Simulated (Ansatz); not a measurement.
# NbInGa in the AlB2 type: lattice stability ahead of a resistivity run

The plan: relax NbInGa in the AlB2 type, check its phonons, and, if the lattice is stable, compute its Eliashberg function and ρ(T).

Calculated with Ansatz 0.2.0; DFT PBE, scalar-relativistic, plane waves, PAW; PAW set soft_1.

The structure was built from a prototype and need not be the compound's stable phase.

**1. Set-up**

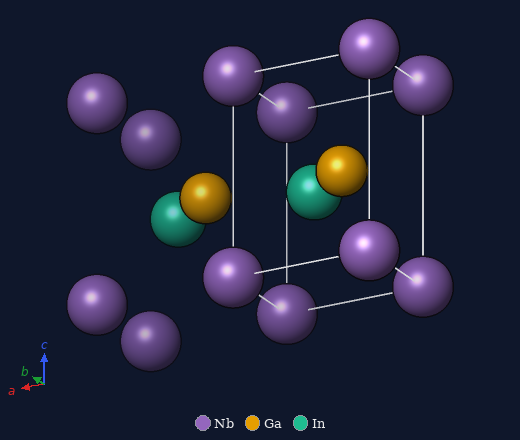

The cell as given, from a free direction (niobium purple, gallium orange, indium teal). 2×1×1 cells are drawn. Some periodic images of atoms are drawn too.

**2. Relaxation**

The structure is brought to rest under this functional.

File input.yaml:

```yaml
crystal:
  lattice:
    - [4.12162, 0.0, 0.0]
    - [-2.06081, 3.56943, 0.0]
    - [0.0, 0.0, 4.3277]
  atoms:
    - { symbol: Nb, position: [0.0, 0.0, 0.0] }
    - { symbol: Ga, position: [0.33333333, 0.66666667, 0.5] }
    - { symbol: In, position: [0.66666667, 0.33333333, 0.5] }
kpoints:
  mp_grid: { grid: [9, 9, 8] }
hamiltonian:
  xc: pbe
  pseudopotentials: { kind: paw, azcp: { folder: soft_1 } }
scf:
  occupations: { method: gaussian, width: 0.1 }
output:
  forces: true
  stress: true
  eigenvalues: true
relax:
  adjacent_minimum: "off"
  f_tol: 0.005
  max_steps: 80
  cell: { stress_tol: 0.05 }
```

Command:

```bash
$ ansatz run input.yaml --threads 4 --pin off --max-ram 12288MiB --backend cpu --events-out ev --progress --plain --runs-dir out
```

Numbers of over 12 decimals in the logs are rounded to 6 here.

Log:

```text
Engine: ansatz 0.2.0, aarch64-unknown-linux-gnu
Pseudopotentials: kind: paw
Pseudopotential: Nb, paw, valence charge 13, recommended cutoff 420 eV (normal), soft_1/Nb.paw.azcp
Pseudopotential: Ga, paw, valence charge 13, recommended cutoff 420 eV (normal), soft_1/Ga.paw.azcp
Pseudopotential: In, paw, valence charge 13, recommended cutoff 420 eV (normal), soft_1/In.paw.azcp
Functional definition: PBE
  parameter kappa = 0.804
  parameter beta = 0.066725
  exchange = pbe_x(kappa = kappa, mu = beta*pi^2/3)
  correlation = pbe_c(beta = beta)
Crystal: 3 atoms, lattice volume = 63.668 Å³
Basis set: ecut = 420 eV, 1203 PW (Γ), exchange–correlation on 60×60×60 points (8 copies of the dense FFT grid, shifted against one another)
Bands: 24, of which v1, the nominal top of the filled ones, is band 20 counted from 1 (19 counted from 0)
Symmetry: 12 space group operations
Space group: P-6m2 (ITA 187), of the structure as read, at distance tolerance 4.0e-5 Å
k-points: 60 of 648 (time reversal used)
Non-local potential: Nb, projectors of the file, l = 0: 3, l = 1: 2, l = 2: 2, l = 3: 1
Non-local potential: Ga, projectors of the file, l = 0: 2, l = 1: 2, l = 2: 3, l = 3: 1
Non-local potential: In, projectors of the file, l = 0: 2, l = 1: 2, l = 2: 2, l = 3: 1
PAW form: soft (Blöchl's): semilocal exchange-correlation on the pseudo side does not see the compensation charge
PAW one-centre angular grid: Nb, 590 points (default); XC on 64 Gauss nodes
PAW one-centre angular grid: Ga, 590 points (default); XC on 64 Gauss nodes
PAW one-centre angular grid: In, 590 points (default); XC on 64 Gauss nodes
Initial density: superposition of atomic densities (chi_scale 0.1, normalization cell, long waves kept (reshape's long-wave potential 0.00 eV rms))
Initial wavefunctions: pseudopotential atomic-orbital guess
Functional: x = pbe(κ = 0.804, μ = 0.219515), c = pbe(β = 0.066725)
SCF iter   1: F=—  HF=-13931.602159 eV  |F-HF|=—  |Δ(HF+E_count)|=         —  Δρ=5.44e-2  dr2=3.45e0  ethr=3.10e-3  ⟨swp⟩=5.7  Hψ=6537  notcnv=0
preconditioner: auto → Kerker (q_TF=auto, 2.514 Å⁻¹)  [metal: Δε(μ)=0.014 eV  Ē_g=12.740 eV  σ=0.100 eV  W_gap=0.08  n_scr=20 (ndim 8)  ℏωp=25.9 eV  f_vac=0.000  D(μ)=3.48/eV (n_scr^D=28)]
SCF iter   2: F=—  HF=-13930.907855 eV  |F-HF|=—  |Δ(HF+E_count)|=   6.94e-1  Δρ=2.52e-2  dr2=4.79e-1  ethr=3.10e-3  ⟨swp⟩=3.0  Hψ=3273  notcnv=0  defer=10
SCF iter   3: F=—  HF=-13930.851276 eV  |F-HF|=—  |Δ(HF+E_count)|=   5.66e-2  Δρ=8.89e-3  dr2=3.48e-2  ethr=1.23e-3  ⟨swp⟩=2.5  Hψ=2260  notcnv=0  defer=10
SCF iter   4: F=—  HF=-13930.857357 eV  |F-HF|=—  |Δ(HF+E_count)|=   6.08e-3  Δρ=5.13e-3  dr2=1.01e-2  ethr=8.91e-5  ⟨swp⟩=2.0  Hψ=2904  notcnv=0  defer=10
SCF iter   5: F=—  HF=-13930.852426 eV  |F-HF|=—  |Δ(HF+E_count)|=   4.93e-3  Δρ=8.71e-4  dr2=5.22e-4  ethr=2.59e-5  ⟨swp⟩=2.0  Hψ=2319  notcnv=0  defer=10
SCF iter   6: F=—  HF=-13930.852539 eV  |F-HF|=—  |Δ(HF+E_count)|=   1.13e-4  Δρ=2.91e-4  dr2=9.76e-5  ethr=1.34e-6  ⟨swp⟩=2.1  Hψ=2577  notcnv=0  defer=10
SCF iter   7: F=—  HF=-13930.852528 eV  |F-HF|=—  |Δ(HF+E_count)|=   1.11e-5  Δρ=7.53e-5  dr2=6.14e-6  ethr=2.50e-7  ⟨swp⟩=2.0  Hψ=1650  notcnv=0  defer=10
SCF iter   8: F=—  HF=-13930.852526 eV  |F-HF|=—  |Δ(HF+E_count)|=   1.47e-6  Δρ=3.17e-5  dr2=1.02e-6  ethr=1.57e-8  ⟨swp⟩=2.0  Hψ=2140  notcnv=0  defer=10
SCF iter   9: F=-13930.852526 eV  HF=-13930.852526 eV  |F-HF|=1.57e-8  |Δ(HF+E_count)|=   2.57e-7  Δρ=1.19e-5  dr2=8.93e-8  ethr=2.56e-10  ⟨swp⟩=4.0  Hψ=6011  notcnv=0
SCF 1 converged in 9 iterations: F = -13930.852526 eV  dr2 = 8.93e-8
  greatest PAW one-centre occupation: 0.998 electrons in one spin orbital (limit 2), on the Nb atom at site 0 (counted from 0), in its partial waves of l = 0
relax step   1: F+E_penalty+E_count = -13930.85252577 eV  Δ(F+E_penalty+E_count) = +0.000e0 eV  max|allowed force component| = 8.635e-17 eV/Å  Δτ_max = 0.0000 Å  P = -0.231 GPa  Ω = 63.668 Å³  (9 SCF iters, dr2 threshold 1.00e-7 eV, accepted)
Crystal: 3 atoms, lattice volume = 62.670 Å³
Basis set: ecut = 420 eV, 1195 PW (Γ), exchange–correlation on 60×60×60 points (8 copies of the dense FFT grid, shifted against one another)
Initial density: handed on by an earlier stage of this run
Initial wavefunctions: those handed on with the density
iter 1 solved again at ethr=4.01e-5 eV; its pass at ethr=3.10e-3 eV (dr2=1.56e-2 eV) is discarded
SCF iter   1: F=—  HF=-13931.336968 eV  |F-HF|=—  |Δ(HF+E_count)|=         —  Δρ=4.20e-3  dr2=1.59e-2  ethr=4.01e-5  ⟨swp⟩=1.2  Hψ=9053  notcnv=0
preconditioner: auto → Kerker (q_TF=auto, 2.521 Å⁻¹)  [metal: Δε(μ)=0.033 eV  Ē_g=12.704 eV  σ=0.100 eV  W_gap=0.19  n_scr=20 (ndim 8)  ℏωp=26.1 eV  f_vac=0.000  D(μ)=2.13/eV (n_scr^D=20)]
SCF iter   2: F=—  HF=-13931.334724 eV  |F-HF|=—  |Δ(HF+E_count)|=   2.24e-3  Δρ=2.21e-3  dr2=3.47e-3  ethr=4.01e-5  ⟨swp⟩=1.9  Hψ=1534  notcnv=0
SCF iter   3: F=—  HF=-13931.334223 eV  |F-HF|=—  |Δ(HF+E_count)|=   5.01e-4  Δρ=7.29e-4  dr2=5.06e-4  ethr=8.89e-6  ⟨swp⟩=2.1  Hψ=2258  notcnv=0
SCF iter   4: F=—  HF=-13931.334117 eV  |F-HF|=—  |Δ(HF+E_count)|=   1.06e-4  Δρ=3.47e-4  dr2=7.68e-5  ethr=1.30e-6  ⟨swp⟩=2.0  Hψ=2378  notcnv=0
SCF iter   5: F=—  HF=-13931.334066 eV  |F-HF|=—  |Δ(HF+E_count)|=   5.09e-5  Δρ=1.23e-4  dr2=9.77e-6  ethr=1.97e-7  ⟨swp⟩=2.0  Hψ=2475  notcnv=0
SCF iter   6: F=—  HF=-13931.334065 eV  |F-HF|=—  |Δ(HF+E_count)|=   1.01e-6  Δρ=2.79e-5  dr2=6.95e-7  ethr=2.50e-8  ⟨swp⟩=3.0  Hψ=2698  notcnv=0
SCF iter   7: F=-13931.334065 eV  HF=-13931.334065 eV  |F-HF|=5.37e-8  |Δ(HF+E_count)|=   1.51e-7  Δρ=9.46e-6  dr2=8.35e-8  ethr=7.69e-10  ⟨swp⟩=6.9  Hψ=7271  notcnv=0
SCF 2 converged in 7 iterations: F = -13931.334065 eV  dr2 = 8.35e-8
relax step   2: F+E_penalty+E_count = -13931.33406476 eV  Δ(F+E_penalty+E_count) = -4.815e-1 eV  max|allowed force component| = 1.496e-16 eV/Å  Δτ_max = 0.0000 Å  P = -1.842 GPa  Ω = 62.670 Å³  energy of the carried Pulay correction = +1.897e-4 eV  (7 SCF iters, dr2 threshold 3.00e-7 eV, accepted)
Crystal: 3 atoms, lattice volume = 60.730 Å³
Basis set: ecut = 420 eV, 1171 PW (Γ), exchange–correlation on 60×60×60 points (8 copies of the dense FFT grid, shifted against one another)
iter 1 solved again at ethr=4.08e-5 eV; its pass at ethr=3.10e-3 eV (dr2=1.59e-2 eV) is discarded
SCF iter   1: F=—  HF=-13931.699958 eV  |F-HF|=—  |Δ(HF+E_count)|=         —  Δρ=3.89e-3  dr2=1.62e-2  ethr=4.08e-5  ⟨swp⟩=1.7  Hψ=10138  notcnv=0
preconditioner: auto → Kerker (q_TF=auto, 2.534 Å⁻¹)  [metal: Δε(μ)=0.019 eV  Ē_g=12.826 eV  σ=0.100 eV  W_gap=0.11  n_scr=20 (ndim 8)  ℏωp=26.5 eV  f_vac=0.000  D(μ)=2.04/eV (n_scr^D=20)]
[...]
relax step   6: F+E_penalty+E_count = -13932.34547734 eV  Δ(F+E_penalty+E_count) = -1.820e-1 eV  max|allowed force component| = 4.318e-17 eV/Å  Δτ_max = 0.0000 Å  P = +1.458 GPa  Ω = 55.931 Å³  energy of the carried Pulay correction = +1.603e-3 eV  (8 SCF iters, dr2 threshold 3.00e-7 eV, accepted)
relax step   7: F+E_penalty+E_count = -13932.65730140 eV  Δ(F+E_penalty+E_count) = -3.118e-1 eV  max|allowed force component| = 1.426e-17 eV/Å  Δτ_max = 0.0000 Å  P = +2.811 GPa  Ω = 54.685 Å³  energy of the carried Pulay correction = +1.896e-3 eV  (6 SCF iters, dr2 threshold 3.00e-7 eV, accepted)
relax step   8: F+E_penalty+E_count = -13932.84803450 eV  Δ(F+E_penalty+E_count) = -1.907e-1 eV  max|allowed force component| = 1.667e-17 eV/Å  Δτ_max = 0.0000 Å  P = +3.794 GPa  Ω = 54.238 Å³  energy of the carried Pulay correction = +2.007e-3 eV  (6 SCF iters, dr2 threshold 3.00e-7 eV, accepted)
relax step   9: F+E_penalty+E_count = -13932.83949769 eV  Δ(F+E_penalty+E_count) = +8.537e-3 eV  max|allowed force component| = 1.311e-17 eV/Å  Δτ_max = 0.0000 Å  P = -4.078 GPa  Ω = 58.055 Å³  energy of the carried Pulay correction = +1.140e-3 eV  (6 SCF iters, dr2 threshold 3.00e-7 eV, rejected (line search))
relax step  10: F+E_penalty+E_count = -13932.86790098 eV  Δ(F+E_penalty+E_count) = -1.987e-2 eV  max|allowed force component| = 1.311e-17 eV/Å  Δτ_max = 0.0000 Å  P = +0.100 GPa  Ω = 55.872 Å³  energy of the carried Pulay correction = +1.624e-3 eV  (8 SCF iters, accepted)
relax step  11: F+E_penalty+E_count = -13932.86794514 eV  Δ(F+E_penalty+E_count) = -4.415e-5 eV  max|allowed force component| = 1.465e-17 eV/Å  Δτ_max = 0.0000 Å  P = -0.010 GPa  Ω = 55.928 Å³  energy of the carried Pulay correction = +1.611e-3 eV  (6 SCF iters, dr2 threshold 8.15e-8 eV, accepted)
relax step  12: F+E_penalty+E_count = -13932.87707088 eV  Δ(F+E_penalty+E_count) = -9.126e-3 eV  max|allowed force component| = 1.465e-17 eV/Å  Δτ_max = 0.0000 Å  P = +0.352 GPa  Ω = 55.928 Å³  stress off target by 5.52e-1 GPa  SCF on the basis re-selected at this cell (its energy is not comparable with the rows above)  (7 SCF iters)
relax step  13: F+E_penalty+E_count = -13932.87752434 eV  Δ(F+E_penalty+E_count) = -4.535e-4 eV  max|allowed force component| = 8.288e-18 eV/Å  Δτ_max = 0.0000 Å  P = +0.031 GPa  Ω = 56.110 Å³  energy of the carried Pulay correction = -4.187e-5 eV  (6 SCF iters, dr2 threshold 3.00e-7 eV, accepted)
relax step  14: F+E_penalty+E_count = -13932.87752629 eV  Δ(F+E_penalty+E_count) = -1.955e-6 eV  max|allowed force component| = 1.022e-17 eV/Å  Δτ_max = 0.0000 Å  P = +0.002 GPa  Ω = 56.128 Å³  energy of the carried Pulay correction = -4.598e-5 eV  (6 SCF iters, dr2 threshold 7.86e-9 eV, accepted)
iter 1 solved again at ethr=3.67e-9 eV; its pass at ethr=3.10e-3 eV (dr2=1.43e-6 eV) is discarded
SCF iter   1: F=—  HF=-13932.877526 eV  |F-HF|=—  |Δ(HF+E_count)|=         —  Δρ=1.63e-4  dr2=3.14e-7  ethr=3.67e-9  ⟨swp⟩=3.4  Hψ=11173  notcnv=0
preconditioner: auto → none  [metal: Δε(μ)=0.100 eV  Ē_g=13.030 eV  σ=0.100 eV  W_gap=0.43  n_scr=8 (ndim 8)  ℏωp=27.6 eV  f_vac=0.000  D(μ)=1.19/eV (n_scr^D=6)]
SCF iter   2: F=—  HF=-13932.877561 eV  |F-HF|=—  |Δ(HF+E_count)|=   3.48e-5  Δρ=8.18e-5  dr2=8.04e-8  ethr=8.04e-10  ⟨swp⟩=1.0  Hψ=1440  notcnv=0
SCF iter   3: F=—  HF=-13932.877573 eV  |F-HF|=—  |Δ(HF+E_count)|=   1.18e-5  Δρ=3.49e-6  dr2=3.63e-9  ethr=2.06e-10  ⟨swp⟩=2.2  Hψ=1963  notcnv=0
iter 4 did not close the SCF: its close was put off for the readings that it lacked (scf_convergence_deferred on its scf_iter line)
SCF iter   4: F=-13932.877573 eV  HF=-13932.877573 eV  |F-HF|=4.37e-11  |Δ(HF+E_count)|=   2.84e-9  Δρ=2.39e-7  dr2=1.52e-11  ethr=9.31e-12  ⟨swp⟩=2.0  Hψ=2342  notcnv=0
iter 5 did not close the SCF: its close was put off for the readings that it lacked (scf_convergence_deferred on its scf_iter line)
SCF iter   5: F=-13932.877573 eV  HF=-13932.877573 eV  |F-HF|=3.64e-12  |Δ(HF+E_count)|=  6.18e-11  Δρ=7.57e-8  dr2=1.41e-12  ethr=1.00e-12  ⟨swp⟩=1.0  Hψ=1440  notcnv=0
iter 6 did not close the SCF: its close was put off for the readings that it lacked (scf_convergence_deferred on its scf_iter line)
SCF iter   6: F=-13932.877573 eV  HF=-13932.877573 eV  |F-HF|=1.82e-12  |Δ(HF+E_count)|=  3.64e-12  Δρ=2.44e-8  dr2=1.24e-13  ethr=1.00e-12  ⟨swp⟩=1.0  Hψ=1440  notcnv=0
iter 7 did not close the SCF: its close was put off for the readings that it lacked (scf_convergence_deferred on its scf_iter line)
SCF iter   7: F=-13932.877573 eV  HF=-13932.877573 eV  |F-HF|=0.00e0  |Δ(HF+E_count)|=    0.00e0  Δρ=4.18e-9  dr2=4.27e-15  ethr=1.00e-12  ⟨swp⟩=1.0  Hψ=1440  notcnv=0
SCF iter   8: F=-13932.877573 eV  HF=-13932.877573 eV  |F-HF|=1.82e-12  |Δ(HF+E_count)|=  3.64e-12  Δρ=7.13e-10  dr2=2.12e-16  ethr=1.00e-12  ⟨swp⟩=2.1  Hψ=4294  notcnv=0
SCF 15 converged in 8 iterations: F = -13932.877573 eV  dr2 = 2.12e-16
relax step  15: F+E_penalty+E_count = -13932.87757293 eV  Δ(F+E_penalty+E_count) = -4.664e-5 eV  max|allowed force component| = 9.252e-18 eV/Å  Δτ_max = 0.0000 Å  P = +0.002 GPa  Ω = 56.128 Å³  stress off target by 3.46e-3 GPa  SCF on the basis re-selected at this cell (its energy is not comparable with the rows above)  (8 SCF iters)
basis re-selected at this cell: Δ(F+E_penalty+E_count) = -4.664e-5 eV, ΔP = -0.000 GPa vs the last step (what re-selecting the basis moved, of the pressure what is left beyond the Pulay correction that the steps carried, after the strain that the cell walked since its last selection, with what the two solves' SCF thresholds leave and, on support functions, any second-order correction that the steps lacked; it is no m [...]
SCF converged after 8 iterations
Free energy (F): -13932.877573 eV
Harris-Foulkes:  -13932.877573 eV  (|F-HF|=1.82e-12)
Internal energy: -13932.871624 eV  (E = F + TS)
E sigma→0 (E₀):  -13932.874598 eV
Entropy (-TS):   -0.005949 eV (-1.983 meV/atom)
Fermi energy:    14.317656 eV
--- Per-component energies (eV) ---
  E_band       = -70.258394
  E_kinetic    = 703.188560
  E_local      = -2735.029910  (includes V_loc(G=0)·N_el)
  E_nonlocal   = 328.936569
  E_hartree    = 1389.980183
  E_xc         = -371.949938
  E_vxc        = -346.168415  (∫ρ·V_xc dr)
  E_paw        = -9282.719753  (= ΣΔE_a)
  E_vpaw       = -801.145547  (= ΣTr[D̂ρ^β])
  E_aug_tail   = -0.000017  (compensation charges beyond the density's cutoff)
  E_ewald      = -3965.277316
  E_smearing   = -0.005949  (= −TS)
  E_closure    = 0.000000  (closes the sum)
  Σ components = -13932.877573   (vs F -13932.877573, Δ=0.00e0)
--- Forces (eV/Å), atoms counted from 1 ---
  atom   1  Nb     0.00000000    -0.00000000     0.00000000
  atom   2  Ga     0.00000000    -0.00000000    -0.00000000
  atom   3  In    -0.00000000     0.00000000     0.00000000
  max |Σ_I F_I| component: 6.94e-18 eV/Å
--- Stress (GPa, compression-positive) ---
        0.001510      -0.000000       0.000000
       -0.000000       0.001510      -0.000000
        0.000000      -0.000000       0.003455
  P = ⅓ Tr σ = 0.0022 GPa (0.022 kbar)
--- Band table (eV; the first three rows and the last of 60) ---
  k-point 0: bands = [... 16 lower, 10.8905, 11.8542, 12.1812, 15.6370, 15.6370, 16.7966, 16.7966, 18.7093]
  k-point 1: bands = [... 16 lower, 11.1961, 12.1489, 12.6681, 14.7259, 14.7259, 17.6916, 17.6916, 18.6016]
  k-point 2: bands = [... 16 lower, 12.0657, 12.9218, 13.4017, 13.5429, 13.5429, 16.8050, 18.0604, 18.0604]
  k-point 59: bands = [... 16 lower, 11.6884, 11.7612, 13.1285, 14.9734, 15.1991, 15.9787, 15.9890, 16.0046]
--- Relaxed structure (13 steps of the walk, 12 accepted, 2 SCFs on fresh bases) ---
  F+E_penalty+E_count = -13932.87757293 eV   max|allowed force component| = 9.252e-18 eV/Å   (the final SCF, on the basis selected at the relaxed cell)
  cell:  # Å, volume = 56.1282 Å³
    - [4.758402, 0, 0.0]
    - [-2.379201, 4.120897, 0.0]
    - [0.0, 0.0, 2.862388]
  atoms:
    - { symbol: Nb, position: [0, 0, 0.0] }
    - { symbol: Ga, position: [0.333333, 0.666667, 0.500000] }
    - { symbol: In, position: [0.666667, 0.333333, 0.500000] }
```

Run time: 40 s. Hardware: 4 threads of Arm Neoverse V2, shared host; peak memory 0.54 GiB; 2.5 min of CPU time.

Relaxation path:

```csv
step,energy less that of the first step (eV),largest force component (eV/Å),pressure (GPa),volume (Å³)
1,0.0000,0.0000,-0.23,63.67
2,-0.4815,0.0000,-1.84,62.67
3,-0.8436,0.0000,-1.45,60.73
4,-1.1247,0.0000,-0.53,58.79
5,-1.3110,0.0000,0.79,57.02
6,-1.4930,0.0000,1.46,55.93
7,-1.8048,0.0000,2.81,54.68
8,-1.9955,0.0000,3.79,54.24
9,-1.9870,0.0000,-4.08,58.05
10,-2.0154,0.0000,0.10,55.87
11,-2.0154,0.0000,-0.01,55.93
12*,-2.0245,0.0000,0.35,55.93
13,-2.0250,0.0000,0.03,56.11
14,-2.0250,0.0000,0.00,56.13
15*,-2.0250,0.0000,0.00,56.13
```

Relaxation steps marked * repeat the geometry before them on a plane-wave basis chosen anew for their cell, so energy and pressure can jump there. Relaxation step 9 was tried and not accepted.

The run keeps the 12 symmetry operations that it works with, so distortions that break them were not tested.

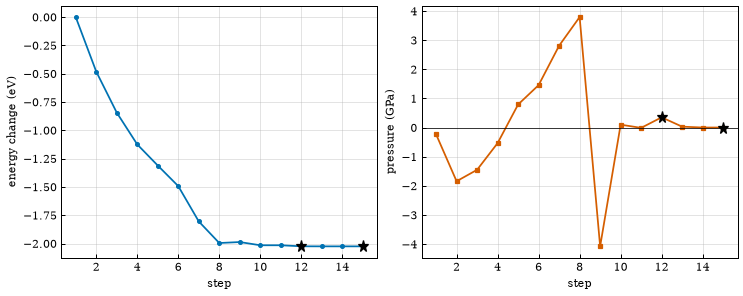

Energy and pressure along the relaxation. Stars mark steps on a basis chosen anew.

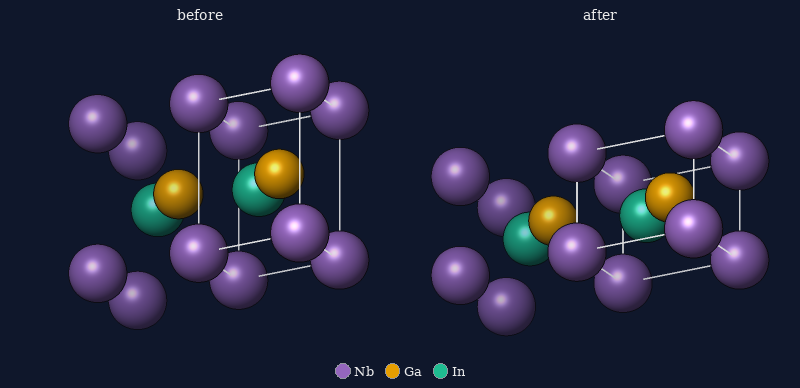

The structure before and after the relaxation, drawn at the same scale.

```csv
cell as run,before,after,change
a (Å),4.122,4.758,+15.4 %
b (Å),4.122,4.758,+15.4 %
c (Å),4.328,2.862,-33.9 %
volume (Å³/atom),21.22,18.71,-11.8 %
```

Final coordinates:

```xyz
3
Lattice="4.7584 0.0000 0.0000 -2.3792 4.1209 0.0000 0.0000 0.0000 2.8624" Properties=species:S:1:pos:R:3 pbc="T T T"
Nb    0.0000    0.0000    0.0000
Ga    0.0000    2.7473    1.4312
In    2.3792    1.3736    1.4312
```

Numbers from this step:

```yaml
pressure: 0.002159 GPa
volume_per_atom: 18.71 Å³/atom
metallic_on_mesh: yes
gap_on_the_k_mesh: 0 eV
```

The largest force is now zero by symmetry and the largest stress component 0.0035 GPa.

**3. Relaxation**

The cell moved far, so the relaxation is started again from the new cell to confirm it.

input.yaml, the sections that differ from step 2:

```yaml
crystal:
  lattice:
    - [4.7584021271, 0.0, 0.0]
    - [-2.3792010635, 4.1208971235, 0.0]
    - [0.0, 0.0, 2.8623880054]
  atoms:
    - { symbol: Nb, position: [0.0, 0.0, 0.0] }
    - { symbol: Ga, position: [0.3333333333, 0.6666666667, 0.5] }
    - { symbol: In, position: [0.6666666667, 0.3333333333, 0.5] }
kpoints:
  mp_grid: { grid: [9, 9, 10] }
# hamiltonian, scf, output, relax: as in step 2
```

Log:

```text
[the first part of the log is left out]
  E_vxc        = -346.192243  (∫ρ·V_xc dr)
  E_paw        = -9282.800559  (= ΣΔE_a)
  E_vpaw       = -801.274045  (= ΣTr[D̂ρ^β])
  E_aug_tail   = -0.000027  (compensation charges beyond the density's cutoff)
  E_ewald      = -3966.575247
  E_smearing   = -0.009871  (= −TS)
  E_closure    = 0.000000  (closes the sum)
  Σ components = -13932.887891   (vs F -13932.887891, Δ=0.00e0)
[...]
--- Stress (GPa, compression-positive) ---
       -0.002387       0.000000      -0.000000
        0.000000      -0.002387       0.000000
       -0.000000       0.000000      -0.004957
  P = ⅓ Tr σ = -0.0032 GPa (-0.032 kbar)
--- Band table (eV; the first three rows and the last of 72) ---
[...]
--- Relaxed structure (3 steps of the walk, 3 accepted, 1 SCFs on fresh bases) ---
[...]
cell:  # Å, volume = 56.0712 Å³
    - [4.752911, -2.8834176928809657e-11, 0.0]
    - [-2.376455, 4.116142, 0.0]
    - [0.0, 0.0, 2.866090]
  atoms:
    - { symbol: Nb, position: [0, 0, 0.0] }
    - { symbol: Ga, position: [0.333333, 0.666667, 0.500000] }
    - { symbol: In, position: [0.666667, 0.333333, 0.500000] }
```

Elapsed: 10 s, on 4 threads; peak memory 0.52 GiB.

Relaxation path:

```csv
step,energy less that of the first step (eV),largest force component (eV/Å),pressure (GPa),volume (Å³)
1,0.0000,0.0000,-0.08,56.13
2,-0.0001,0.0000,0.04,56.04
3,-0.0001,0.0000,0.00,56.07
4,-0.0001,0.0000,0.00,56.07
```

The log counts 1 steps on a newly chosen plane-wave basis, not all of them marked here; energy and pressure can jump at such steps.

```csv
"conventional cell, symmetrised",before,after,change
a (Å),4.758,4.753,-0.1 %
b (Å),4.758,4.753,-0.1 %
c (Å),2.862,2.866,+0.1 %
volume (Å³/atom),18.71,18.69,-0.1 %
```

The relaxed structure:

```
Nb Ga In
1.0
     4.75291    0.00000    0.00000
    -2.37646    4.11614    0.00000
     0.00000    0.00000    2.86609
Nb Ga In
1 1 1
Direct
  0.00000 0.00000 0.00000
  0.33333 0.66667 0.50000
  0.66667 0.33333 0.50000
```

This step gave:

```
pressure        : -0.003243 GPa
volume per atom : 18.69 Å³/atom
```

The largest force is now zero by symmetry and the largest stress component 0.0050 GPa.

(Part 1 of 3 ends here.)

[Logs are printed without paths, hosts, clocks, repeated set-up lines and the standing remarks that a program may print on its own settings, such as how far it seeks lower states.]

[Hosts, paths, dates, database ids (printed as entryN), source tags and the programs' standing remarks are cut or masked in the printed files.]
